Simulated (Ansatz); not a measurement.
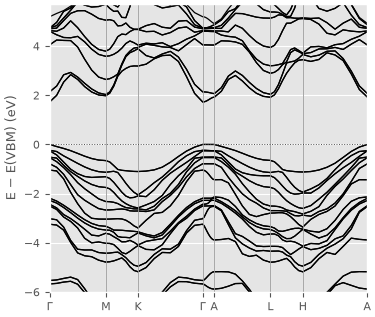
Figure: Band structure from DFT-r²SCAN+D4 with spin–orbit coupling in the program Ansatz with PAW potentials

Task: Read off the gap and where the band edges lie.

Result: About 1.7 eV (1.73 eV by a search for the band edges); maximum at Γ, minimum at Γ.

The material is Mg₂Al₂Se₅ in space group P-3m1 (No. 164; Pearson symbol hP9).

The first step of the workflow began from a Materials Project structure, measured or hypothetical; the Crystallography Open Database copy checked does not list it. Whether it is the stable phase at ambient conditions was not checked. Symmetry was held in the r²SCAN+D4 relaxation; whether a distortion lowers the energy is not shown.

Potentials: the later of the program's two PAW sets.
